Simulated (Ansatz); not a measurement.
# Sb5C2: what a guessed cell relaxes into, part 1 of 2

Aim: relax a trial structure of Sb5C2 and see where it ends.

Computed with Ansatz 0.2.0 (DFT PBE, scalar-relativistic, plane waves, PAW, unless a step's input says otherwise).

### Step 1. Starting point

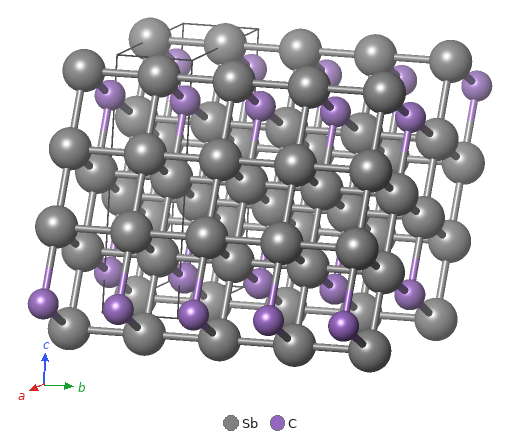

Start, viewed slightly off an axis; antimony grey, carbon purple. 2×4×1 cells are drawn. Atoms on the faces are drawn again on the opposite ones.

Structure file:

```
CELL_PARAMETERS angstrom
4.86244 0.00000 0.00000
0.00000 2.17517 0.00000
-1.07911 0.00000 6.88661
ATOMIC_POSITIONS crystal
Sb 0.21417 0.00000 0.57070
Sb 0.78583 0.00000 0.42930
Sb 0.64312 0.00000 0.71467
Sb 0.35688 0.00000 0.28533
Sb 0.50000 0.00000 0.00000
C 0.07349 0.00000 0.85242
C 0.92651 0.00000 0.14758
```

Recipe of the guess: 5-, 6-connected net, elements by coordination (P2/m, No. 10). The dimensions are guesses.

### Step 2. A first look at the guess

The input, input.yaml:

```yaml
crystal:
  lattice:
    - [4.86243983, 0.0, 0.0]
    - [0.0, 2.17517431, 0.0]
    - [-1.07910726, 0.0, 6.88661]
  atoms:
    - { symbol: Sb, position: [0.21417101, 0.0, 0.57069598] }
    - { symbol: Sb, position: [0.78582899, 0.0, 0.42930402] }
    - { symbol: Sb, position: [0.64311902, 0.0, 0.71466796] }
    - { symbol: Sb, position: [0.35688098, 0.0, 0.28533204] }
    - { symbol: Sb, position: [0.5, 0.0, 0.0] }
    - { symbol: C, position: [0.073487, 0.0, 0.85241501] }
    - { symbol: C, position: [0.926513, 0.0, 0.14758499] }
basis:
  ecutwfc: 420
kpoints:
  mp_grid: { grid: [4, 8, 4] }
hamiltonian:
  xc: pbe
scf:
  occupations: { method: gaussian, width: 0.1 }
  lower_state_search: "off"
output:
  forces: true
  stress: true
  eigenvalues: true
```

Command:

```console
$ ansatz run input.yaml --threads 1 --pin off --max-ram 2560MiB --backend cpu --events-out ev --progress --plain --runs-dir out
```

What it wrote, cut to the lines that bear on the results:

```text
Warning: RAYON_NUM_THREADS=1 ignored (pool sized by the plan → 1); use --threads N
[...]
Pseudopotentials: kind: paw
Pseudopotential: Sb, paw, valence charge 15, recommended cutoff 420 eV (normal), Sb.paw.azcp
Pseudopotential: C, paw, valence charge 4, recommended cutoff 420 eV (normal), C.paw.azcp
Functional definition: PBE
[...]
Crystal: 7 atoms, lattice volume = 72.837 Å³
Basis set: ecut = 420 eV, 1435 PW (Γ), exchange–correlation on 72×30×96 points (8 copies of the dense FFT grid, shifted against one another)
Bands: 50, of which v1, the nominal top of the filled ones, is band 42 counted from 1 (41 counted from 0)
Symmetry: 4 space group operations
Space group: P2/m (ITA 10), of the structure as read, at distance tolerance 4.2e-5 Å
[...]
E sigma→0 (E₀):  -32858.004748 eV
Entropy (-TS):   -0.012751 eV (-1.822 meV/atom)
Fermi energy:    27.930627 eV
[...]
--- Forces (eV/Å), atoms counted from 1 ---
  atom   1  Sb    -6.04063781    -0.00000000    12.18604841
  atom   2  Sb     6.04063781     0.00000000   -12.18604841
  atom   3  Sb    13.72936989    -0.00000000     8.72969327
  atom   4  Sb   -13.72936989     0.00000000    -8.72969327
  atom   5  Sb     0.00000000     0.00000000     0.00000000
  atom   6  C     -0.53057658    -0.00000000     1.37964455
  atom   7  C      0.53057658     0.00000000    -1.37964455
[...]
--- Stress (GPa, compression-positive) ---
      341.614803       0.000000     -16.445275
        0.000000     456.759054      -0.000000
      -16.445271      -0.000000     354.964723
  P = ⅓ Tr σ = 384.4462 GPa (3844.462 kbar)
--- Band table (eV; the first three rows and the last of 50) ---
[...]
```

Wall time 10 s (1 thread of Arm Neoverse V2, shared host); peak memory 0.4 GiB.

Read-out: pressure 384.4 GPa, largest force 16.27 eV/Å, gap on this mesh none (metal). A cheap, loose relaxation comes first.

### Step 3. Coarse relaxation

Edit input.yaml of step 2 so:

```diff
@@ -26 +26,6 @@
   eigenvalues: true
+relax:
+  adjacent_minimum: "off"
+  f_tol: 0.04
+  max_steps: 70
+  cell: { stress_tol: 0.4 }
```

Command:

```console
$ ansatz run input.yaml --threads 1 --pin off --max-ram 2560MiB --backend cpu --events-out ev --progress --plain --runs-dir out
```

What it wrote:

```text
Warning: RAYON_NUM_THREADS=1 ignored (pool sized by the plan → 1); use --threads N
Engine: ansatz 0.2.0, aarch64-unknown-linux-gnu
Pseudopotentials: kind: paw
Pseudopotential: Sb, paw, valence charge 15, recommended cutoff 420 eV (normal), Sb.paw.azcp
Pseudopotential: C, paw, valence charge 4, recommended cutoff 420 eV (normal), C.paw.azcp
Functional definition: PBE
  parameter kappa = 0.804
  parameter beta = 0.06672455060314922
  exchange = pbe_x(kappa = kappa, mu = beta*pi^2/3)
  correlation = pbe_c(beta = beta)
Crystal: 7 atoms, lattice volume = 72.837 Å³
Basis set: ecut = 420 eV, 1435 PW (Γ), exchange–correlation on 72×30×96 points (8 copies of the dense FFT grid, shifted against one another)
Bands: 50, of which v1, the nominal top of the filled ones, is band 42 counted from 1 (41 counted from 0)
Symmetry: 4 space group operations
Space group: P2/m (ITA 10), of the structure as read, at distance tolerance 4.2e-5 Å
k-points: 50 of 128
Non-local potential: Sb, projectors of the file, l = 0: 2, l = 1: 2, l = 2: 2, l = 3: 2
Non-local potential: C, projectors of the file, l = 0: 2, l = 1: 2, l = 2: 1
PAW form: soft (Blöchl's): semilocal exchange-correlation on the pseudo side does not see the compensation charge
PAW one-centre angular grid: Sb, 590 points (default); XC on 64 Gauss nodes
PAW one-centre angular grid: C, 110 points (default); XC on 64 Gauss nodes
Initial density: superposition of atomic densities (neutral atoms: chi_scale 0, normalization atom), corrected by the library's trained network
Initial wavefunctions: pseudopotential atomic-orbital guess
Functional: x = pbe(κ = 0.804, μ = 0.2195149727645171), c = pbe(β = 0.06672455060314922)
SCF iter   1: F=—  HF=-32858.238207 eV  |F-HF|=—  |Δ(HF+E_count)|=         —  Δρ=2.21e-2  dr2=1.64e0  ethr=1.77e-3  ⟨swp⟩=10.9  Hψ=13528  notcnv=0  defer=8
preconditioner: auto → Kerker (q_TF=auto, 2.788 Å⁻¹)  [metal: Δε(μ)=0.010 eV  Ē_g=26.458 eV  σ=0.100 eV  W_gap=0.06  n_scr=20 (ndim 8)  ℏωp=39.6 eV  f_vac=0.000  D(μ)=2.68/eV (n_scr^D=14)]
SCF iter   2: F=—  HF=-32858.087147 eV  |F-HF|=—  |Δ(HF+E_count)|=   1.51e-1  Δρ=1.11e-2  dr2=4.93e-1  ethr=1.77e-3  ⟨swp⟩=2.0  Hψ=3195  notcnv=0  defer=97
SCF iter   3: F=—  HF=-32858.016808 eV  |F-HF|=—  |Δ(HF+E_count)|=   7.03e-2  Δρ=2.97e-3  dr2=4.03e-2  ethr=5.94e-4  ⟨swp⟩=2.0  Hψ=2972  notcnv=0  defer=101
SCF iter   4: F=—  HF=-32858.011199 eV  |F-HF|=—  |Δ(HF+E_count)|=   5.61e-3  Δρ=9.62e-4  dr2=8.19e-4  ethr=4.86e-5  ⟨swp⟩=2.0  Hψ=2912  notcnv=0  defer=99
SCF iter   5: F=—  HF=-32858.011127 eV  |F-HF|=—  |Δ(HF+E_count)|=   7.18e-5  Δρ=1.88e-4  dr2=7.38e-5  ethr=9.87e-7  ⟨swp⟩=2.3  Hψ=3611  notcnv=0  defer=99
SCF iter   6: F=—  HF=-32858.011124 eV  |F-HF|=—  |Δ(HF+E_count)|=   3.16e-6  Δρ=7.04e-5  dr2=4.39e-6  ethr=8.89e-8  ⟨swp⟩=2.0  Hψ=3007  notcnv=0  defer=99
SCF iter   7: F=—  HF=-32858.011123 eV  |F-HF|=—  |Δ(HF+E_count)|=   6.60e-7  Δρ=2.19e-5  dr2=6.15e-7  ethr=5.29e-9  ⟨swp⟩=2.0  Hψ=4407  notcnv=0  defer=99
SCF iter   8: F=-32858.011123 eV  HF=-32858.011123 eV  |F-HF|=8.77e-9  |Δ(HF+E_count)|=   7.98e-8  Δρ=4.23e-6  dr2=1.53e-8  ethr=1.20e-10  ⟨swp⟩=13.5  Hψ=11748  notcnv=0
SCF 1 converged in 8 iterations: F = -32858.011123 eV  dr2 = 1.53e-8
relax step   1: F+E_penalty+E_count = -32858.01112287 eV  Δ(F+E_penalty+E_count) = +0.000e0 eV  max|allowed force component| = 1.373e1 eV/Å  Δτ_max = 0.0000 Å  P = +384.446 GPa  Ω = 72.837 Å³  (8 SCF iters, dr2 threshold 1.00e-7 eV, accepted)
[... from here on, the SCF cycles and remarks between the steps are left out ...]
relax step   2: F+E_penalty+E_count = -32879.06788091 eV  Δ(F+E_penalty+E_count) = -2.106e1 eV  max|allowed force component| = 9.683e0 eV/Å  Δτ_max = 0.0631 Å  P = +242.869 GPa  Ω = 82.127 Å³  energy of the carried Pulay correction = -2.271e-2 eV  (7 SCF iters, dr2 threshold 7.00e-7 eV, accepted)
relax step   3: F+E_penalty+E_count = -32893.75696754 eV  Δ(F+E_penalty+E_count) = -1.469e1 eV  max|allowed force component| = 6.364e0 eV/Å  Δτ_max = 0.0709 Å  P = +146.980 GPa  Ω = 92.401 Å³  energy of the carried Pulay correction = -4.488e-2 eV  (7 SCF iters, dr2 threshold 7.00e-7 eV, accepted)
relax step   4: F+E_penalty+E_count = -32903.08498699 eV  Δ(F+E_penalty+E_count) = -9.328e0 eV  max|allowed force component| = 3.901e0 eV/Å  Δτ_max = 0.0712 Å  P = +85.339 GPa  Ω = 103.245 Å³  energy of the carried Pulay correction = -6.552e-2 eV  (7 SCF iters, dr2 threshold 7.00e-7 eV, accepted)
relax step   5: F+E_penalty+E_count = -32908.71907217 eV  Δ(F+E_penalty+E_count) = -5.634e0 eV  max|allowed force component| = 1.967e0 eV/Å  Δτ_max = 0.1372 Å  P = +47.806 GPa  Ω = 113.112 Å³  energy of the carried Pulay correction = -8.227e-2 eV  (7 SCF iters, dr2 threshold 7.00e-7 eV, accepted)
relax step   6: F+E_penalty+E_count = -32911.70043989 eV  Δ(F+E_penalty+E_count) = -2.981e0 eV  max|allowed force component| = 1.011e0 eV/Å  Δτ_max = 0.1261 Å  P = +17.942 GPa  Ω = 125.317 Å³  energy of the carried Pulay correction = -1.008e-1 eV  (7 SCF iters, dr2 threshold 7.00e-7 eV, accepted)
relax step   7: F+E_penalty+E_count = -32912.53324803 eV  Δ(F+E_penalty+E_count) = -8.328e-1 eV  max|allowed force component| = 7.497e-1 eV/Å  Δτ_max = 0.1753 Å  P = -0.344 GPa  Ω = 134.620 Å³  energy of the carried Pulay correction = -1.135e-1 eV  (6 SCF iters, dr2 threshold 7.00e-7 eV, accepted)
relax step   8: F+E_penalty+E_count = -32912.73080500 eV  Δ(F+E_penalty+E_count) = -1.976e-1 eV  max|allowed force component| = 2.434e-1 eV/Å  Δτ_max = 0.2000 Å  P = +3.127 GPa  Ω = 132.496 Å³  energy of the carried Pulay correction = -1.107e-1 eV  (8 SCF iters, dr2 threshold 7.00e-7 eV, accepted)
relax step   9: F+E_penalty+E_count = -32912.77507523 eV  Δ(F+E_penalty+E_count) = -4.427e-2 eV  max|allowed force component| = 1.323e-1 eV/Å  Δτ_max = 0.0455 Å  P = +0.030 GPa  Ω = 134.379 Å³  energy of the carried Pulay correction = -1.131e-1 eV  (6 SCF iters, dr2 threshold 7.00e-7 eV, accepted)
relax step  10: F+E_penalty+E_count = -32912.79288419 eV  Δ(F+E_penalty+E_count) = -1.781e-2 eV  max|allowed force component| = 6.819e-2 eV/Å  Δτ_max = 0.0392 Å  P = -0.339 GPa  Ω = 134.635 Å³  energy of the carried Pulay correction = -1.135e-1 eV  (6 SCF iters, dr2 threshold 7.00e-7 eV, accepted)
relax step  11: F+E_penalty+E_count = -32912.79599510 eV  Δ(F+E_penalty+E_count) = -3.111e-3 eV  max|allowed force component| = 2.089e-2 eV/Å  Δτ_max = 0.0113 Å  P = +0.192 GPa  Ω = 134.481 Å³  energy of the carried Pulay correction = -1.133e-1 eV  (5 SCF iters, dr2 threshold 7.00e-7 eV, accepted)
relax step  12: F+E_penalty+E_count = -32914.88243064 eV  Δ(F+E_penalty+E_count) = -2.086e0 eV  max|allowed force component| = 3.197e-2 eV/Å  Δτ_max = 0.0000 Å  P = +19.461 GPa  Ω = 134.481 Å³  stress off target by 2.48e1 GPa  SCF on the basis re-selected at this cell (its energy is not comparable with the rows above)  (8 SCF iters)
relax step  13: F+E_penalty+E_count = -32915.91288695 eV  Δ(F+E_penalty+E_count) = -1.030e0 eV  max|allowed force component| = 3.469e-1 eV/Å  Δτ_max = 0.0375 Å  P = +9.997 GPa  Ω = 144.834 Å³  energy of the carried Pulay correction = -1.034e-2 eV  (8 SCF iters, dr2 threshold 7.00e-7 eV, accepted)
relax step  14: F+E_penalty+E_count = -32916.46366459 eV  Δ(F+E_penalty+E_count) = -5.508e-1 eV  max|allowed force component| = 3.198e-1 eV/Å  Δτ_max = 0.0316 Å  P = +3.686 GPa  Ω = 155.420 Å³  energy of the carried Pulay correction = -2.592e-2 eV  (7 SCF iters, dr2 threshold 7.00e-7 eV, accepted)
relax step  15: F+E_penalty+E_count = -32916.64759141 eV  Δ(F+E_penalty+E_count) = -1.839e-1 eV  max|allowed force component| = 1.839e-1 eV/Å  Δτ_max = 0.0341 Å  P = +0.837 GPa  Ω = 162.101 Å³  energy of the carried Pulay correction = -3.702e-2 eV  (6 SCF iters, dr2 threshold 7.00e-7 eV, accepted)
relax step  16: F+E_penalty+E_count = -32916.78668894 eV  Δ(F+E_penalty+E_count) = -1.391e-1 eV  max|allowed force component| = 1.862e-1 eV/Å  Δτ_max = 0.0673 Å  P = -0.538 GPa  Ω = 167.291 Å³  energy of the carried Pulay correction = -4.520e-2 eV  (8 SCF iters, dr2 threshold 7.00e-7 eV, accepted)
relax step  17: F+E_penalty+E_count = -32916.84808088 eV  Δ(F+E_penalty+E_count) = -6.139e-2 eV  max|allowed force component| = 2.870e-1 eV/Å  Δτ_max = 0.0779 Å  P = +0.001 GPa  Ω = 169.929 Å³  energy of the carried Pulay correction = -4.925e-2 eV  (7 SCF iters, dr2 threshold 7.00e-7 eV, accepted)
relax step  18: F+E_penalty+E_count = -32916.87519152 eV  Δ(F+E_penalty+E_count) = -2.711e-2 eV  max|allowed force component| = 1.796e-1 eV/Å  Δτ_max = 0.0680 Å  P = -0.702 GPa  Ω = 169.581 Å³  energy of the carried Pulay correction = -4.877e-2 eV  (7 SCF iters, dr2 threshold 7.00e-7 eV, accepted)
relax step  19: F+E_penalty+E_count = -32916.90992963 eV  Δ(F+E_penalty+E_count) = -3.474e-2 eV  max|allowed force component| = 9.981e-2 eV/Å  Δτ_max = 0.0536 Å  P = -0.463 GPa  Ω = 168.613 Å³  energy of the carried Pulay correction = -4.732e-2 eV  (7 SCF iters, dr2 threshold 7.00e-7 eV, accepted)
relax step  20: F+E_penalty+E_count = -32916.88731806 eV  Δ(F+E_penalty+E_count) = +2.261e-2 eV  max|allowed force component| = 2.750e-1 eV/Å  Δτ_max = 0.0947 Å  P = +0.544 GPa  Ω = 166.910 Å³  energy of the carried Pulay correction = -4.480e-2 eV  (7 SCF iters, dr2 threshold 7.00e-7 eV, rejected (line search))
relax step  21: F+E_penalty+E_count = -32916.93492163 eV  Δ(F+E_penalty+E_count) = -2.499e-2 eV  max|allowed force component| = 3.870e-2 eV/Å  Δτ_max = 0.0268 Å  P = +0.037 GPa  Ω = 168.123 Å³  energy of the carried Pulay correction = -4.658e-2 eV  (9 SCF iters, accepted)
relax step  22: F+E_penalty+E_count = -32916.93695042 eV  Δ(F+E_penalty+E_count) = -2.029e-3 eV  max|allowed force component| = 1.861e-2 eV/Å  Δτ_max = 0.0244 Å  P = +0.025 GPa  Ω = 168.849 Å³  energy of the carried Pulay correction = -4.768e-2 eV  (6 SCF iters, dr2 threshold 4.22e-7 eV, accepted)
relax step  23: F+E_penalty+E_count = -32917.10952990 eV  Δ(F+E_penalty+E_count) = -1.726e-1 eV  max|allowed force component| = 1.815e-2 eV/Å  Δτ_max = 0.0000 Å  P = +1.284 GPa  Ω = 168.849 Å³  stress off target by 2.16e0 GPa  SCF on the basis re-selected at this cell (its energy is not comparable with the rows above)  (7 SCF iters)
relax step  24: F+E_penalty+E_count = -32917.14482886 eV  Δ(F+E_penalty+E_count) = -3.530e-2 eV  max|allowed force component| = 8.500e-2 eV/Å  Δτ_max = 0.0455 Å  P = +0.653 GPa  Ω = 172.840 Å³  energy of the carried Pulay correction = -2.532e-3 eV  (6 SCF iters, dr2 threshold 7.00e-7 eV, accepted)
relax step  25: F+E_penalty+E_count = -32917.16829466 eV  Δ(F+E_penalty+E_count) = -2.347e-2 eV  max|allowed force component| = 1.041e-1 eV/Å  Δτ_max = 0.0402 Å  P = -0.156 GPa  Ω = 178.349 Å³  energy of the carried Pulay correction = -6.650e-3 eV  (5 SCF iters, dr2 threshold 7.00e-7 eV, accepted)
relax step  26: F+E_penalty+E_count = -32917.17723634 eV  Δ(F+E_penalty+E_count) = -8.942e-3 eV  max|allowed force component| = 4.213e-2 eV/Å  Δτ_max = 0.0272 Å  P = -0.330 GPa  Ω = 182.971 Å³  energy of the carried Pulay correction = -1.074e-2 eV  (5 SCF iters, dr2 threshold 7.00e-7 eV, accepted)
relax step  27: F+E_penalty+E_count = -32917.18622039 eV  Δ(F+E_penalty+E_count) = -8.984e-3 eV  max|allowed force component| = 4.423e-2 eV/Å  Δτ_max = 0.0210 Å  P = -0.206 GPa  Ω = 180.684 Å³  energy of the carried Pulay correction = -8.657e-3 eV  (5 SCF iters, dr2 threshold 7.00e-7 eV, accepted)
relax step  28: F+E_penalty+E_count = -32917.18713171 eV  Δ(F+E_penalty+E_count) = -9.113e-4 eV  max|allowed force component| = 6.136e-2 eV/Å  Δτ_max = 0.0074 Å  P = -0.067 GPa  Ω = 180.384 Å³  energy of the carried Pulay correction = -8.408e-3 eV  (5 SCF iters, dr2 threshold 5.30e-7 eV, accepted)
relax step  29: F+E_penalty+E_count = -32917.18777990 eV  Δ(F+E_penalty+E_count) = -6.482e-4 eV  max|allowed force component| = 2.940e-2 eV/Å  Δτ_max = 0.0048 Å  P = +0.019 GPa  Ω = 179.969 Å³  energy of the carried Pulay correction = -8.047e-3 eV  (4 SCF iters, dr2 threshold 2.35e-7 eV, accepted)
relax step  30: F+E_penalty+E_count = -32917.19657846 eV  Δ(F+E_penalty+E_count) = -8.799e-3 eV  max|allowed force component| = 2.994e-2 eV/Å  Δτ_max = 0.0000 Å  P = +0.013 GPa  Ω = 179.969 Å³  stress off target by 8.18e-2 GPa  SCF on the basis re-selected at this cell (its energy is not comparable with the rows above)  (5 SCF iters)
basis re-selected at this cell: Δ(F+E_penalty+E_count) = -8.799e-3 eV, ΔP = -0.006 GPa vs the last step (what re-selecting the basis moved, of the pressure what is left beyond the Pulay correction that the steps carried, after the strain that the cell walked since its last selection, with what the two solves' SCF thresholds leave and, on support functions, any second-order correction that the steps lacked; it is no measure of the basis error at this ecutwfc). This SCF's stress stands 8.18e-2 GPa from its target on what of the cell is left free (relax.cell.stress_tol is 4.00e-1 GPa) and its largest allowed force component is 2.99e-2 eV/Å (relax.f_tol is 4.00e-2 eV/Å): within both
SCF converged after 5 iterations
Free energy (F): -32917.196578 eV
Harris-Foulkes:  -32917.196578 eV  (|F-HF|=1.60e-10)
Internal energy: -32917.184680 eV  (E = F + TS)
E sigma→0 (E₀):  -32917.190629 eV
Entropy (-TS):   -0.011898 eV (-1.700 meV/atom)
Fermi energy:    8.465502 eV
--- Per-component energies (eV) ---
  E_band       = -928.295189
  E_kinetic    = 1201.441951
  E_local      = -8755.031894  (includes V_loc(G=0)·N_el)
  E_nonlocal   = 1869.133037
  E_hartree    = 3919.459382
  E_xc         = -783.221181
  E_vxc        = -593.579206  (∫ρ·V_xc dr)
  E_paw        = -23077.081314  (= ΣΔE_a)
  E_vpaw       = -2489.177461  (= ΣTr[D̂ρ^β])
  E_aug_tail   = 0.000003  (compensation charges beyond the density's cutoff)
  E_ewald      = -7291.884665
  E_smearing   = -0.011898  (= −TS)
  E_closure    = -0.000000  (closes the sum)
  Σ components = -32917.196578   (vs F -32917.196578, Δ=0.00e0)
--- Forces (eV/Å), atoms counted from 1 ---
  atom   1  Sb     0.01047215     0.00000000    -0.01753180
  atom   2  Sb    -0.01047215     0.00000000     0.01753180
  atom   3  Sb     0.01979555     0.00000000     0.01550684
  atom   4  Sb    -0.01979555     0.00000000    -0.01550684
  atom   5  Sb     0.00000000     0.00000000     0.00000000
  atom   6  C     -0.02993509     0.00000000     0.00439232
  atom   7  C      0.02993509     0.00000000    -0.00439232
  max |Σ_I F_I| component: 3.47e-18 eV/Å
--- Stress (GPa, compression-positive) ---
       -0.056871       0.000000       0.029556
        0.000000       0.019190       0.000000
        0.029556       0.000000       0.075464
  P = ⅓ Tr σ = 0.0126 GPa (0.126 kbar)
--- Band table (eV; the first three rows and the last of 50) ---
  k-point 0: bands = ["-20.8670", "-20.8128", "-20.8056", "-20.7841", "-20.7109", "-20.6007", "-20.5760", "-20.5582", "-20.5497", "-20.5459", "-20.5287", "-20.5274", "-20.5223", "-20.5201", "-20.5157", "-20.5105", "-20.4965", "-20.4953", "-20.4840", "-20.4807", "-20.4788", "-20.4745", "-20.4667", "-20.4380", "-20.4380", "-4.9524", "-4.0947", "-2.1015", "-0.5431", "-0.4289", "0.5109", "0.8238", "3.2443", "3.9325", "4.7093", "5.6252", "6.8964", "6.9452", "7.6448", "8.2012", "9.6303", "10.1772", "11.3825", "11.4233", "11.8247", "12.2907", "12.6309", "12.6976", "12.9161", "13.0523"]
[... 3 lines left out ...]
--- Relaxed structure (27 steps of the walk, 26 accepted, 3 SCFs on fresh bases) ---
  F+E_penalty+E_count = -32917.19657846 eV   max|allowed force component| = 2.994e-2 eV/Å   (the final SCF, on the basis selected at the relaxed cell)
  cell:  # Å, volume = 179.9688 Å³
    - [5.561284911809938, 7.403137227670903e-17, -0.6668153211982264]
    - [3.3117353579744703e-17, 3.406113236730925, -2.3230661885790117e-16]
    - [-2.178601762230852, -7.51913193188136e-16, 9.762084707918687]
  atoms:
    - { symbol: Sb, position: [0.27761719052816264, -1.3504634488607484e-17, 0.6091163179722299] }
    - { symbol: Sb, position: [0.7223828094718372, 1.3504634488607533e-17, 0.3908836820277702] }
    - { symbol: Sb, position: [0.8346810414794266, -3.559142668127254e-17, 0.8159246540010037] }
    - { symbol: Sb, position: [0.1653189585205737, 3.559142668127257e-17, 0.18407534599899653] }
    - { symbol: Sb, position: [0.5000000000000001, 0.0, 6.938893903907228e-18] }
    - { symbol: C, position: [0.1935872105317113, 2.0043515583468553e-17, 0.795391723400266] }
    - { symbol: C, position: [0.806412789468289, -2.0043515583468535e-17, 0.20460827659973396] }
```

Run time: 8.5 min. Hardware: 1 thread of Arm Neoverse V2, shared host; peak memory 0.59 GiB.

Step by step:

```csv
step,E - E(step 1) (eV/cell),largest force component (eV/Å),pressure (GPa),volume (Å³)
1,0.0000,13.7294,384.45,72.84
2,-21.0568,9.6831,242.87,82.13
3,-35.7458,6.3638,146.98,92.40
4,-45.0739,3.9005,85.34,103.24
5,-50.7079,1.9667,47.81,113.11
6,-53.6893,1.0105,17.94,125.32
7,-54.5221,0.7497,-0.34,134.62
8,-54.7197,0.2434,3.13,132.50
9,-54.7640,0.1323,0.03,134.38
10,-54.7818,0.0682,-0.34,134.64
11,-54.7849,0.0209,0.19,134.48
12,-56.8713,0.0320,19.46,134.48
13,-57.9018,0.3469,10.00,144.83
14,-58.4525,0.3198,3.69,155.42
15,-58.6365,0.1839,0.84,162.10
16,-58.7756,0.1862,-0.54,167.29
17,-58.8370,0.2870,0.00,169.93
18,-58.8641,0.1796,-0.70,169.58
19,-58.8988,0.0998,-0.46,168.61
20,-58.8762,0.2750,0.54,166.91
21,-58.9238,0.0387,0.04,168.12
22,-58.9258,0.0186,0.03,168.85
23,-59.0984,0.0182,1.28,168.85
24,-59.1337,0.0850,0.65,172.84
25,-59.1572,0.1041,-0.16,178.35
26,-59.1661,0.0421,-0.33,182.97
27,-59.1751,0.0442,-0.21,180.68
28,-59.1760,0.0614,-0.07,180.38
29,-59.1767,0.0294,0.02,179.97
30,-59.1855,0.0299,0.01,179.97
```

Step 1 is the start. Steps 12, 23, 30 each repeat the geometry before them on a plane-wave basis chosen anew, so the energy can jump there without any move. Step 20 was tried and not accepted.

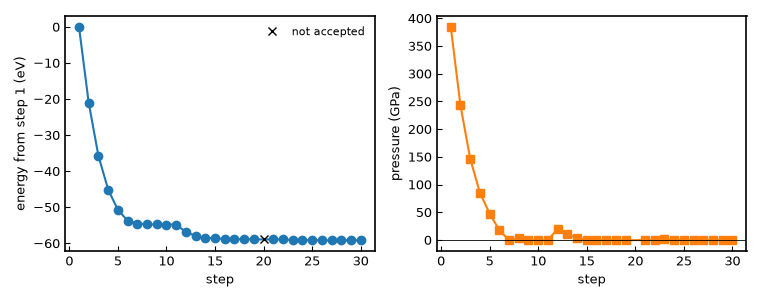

Energy and pressure along the relaxation.

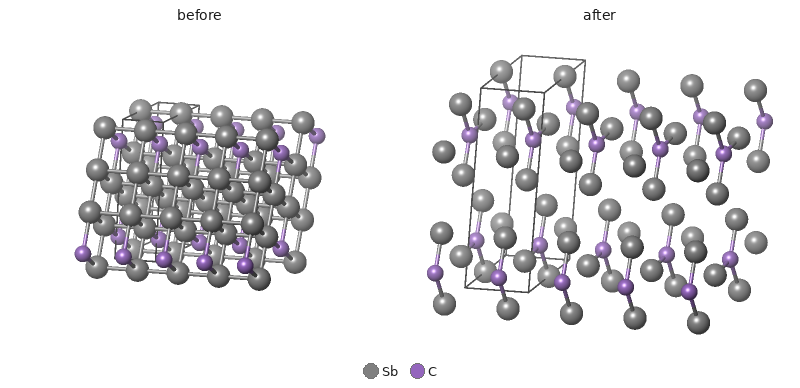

The structure before (left) and after (right) the relaxation, drawn at the same scale.

|  | before | after | change |
| --- | --- | --- | --- |
| a (Å) | 4.862 | 5.601 | +15.2 % |
| b (Å) | 2.175 | 3.406 | +56.6 % |
| c (Å) | 6.971 | 10.002 | +43.5 % |
| β (°) | 98.91 | 109.42 | +10.6 % |
| volume (Å³/atom) | 10.41 | 25.71 | +147.1 % |
| shortest distance (Å) | 2.162 | 2.068 | -4.4 % |
| space group (0.01 Å) | P2/m | P2/m | same |

The run keeps the 4 symmetry operations of the start, so it could not have lowered the symmetry.

(Continued in part 2 of 2.)
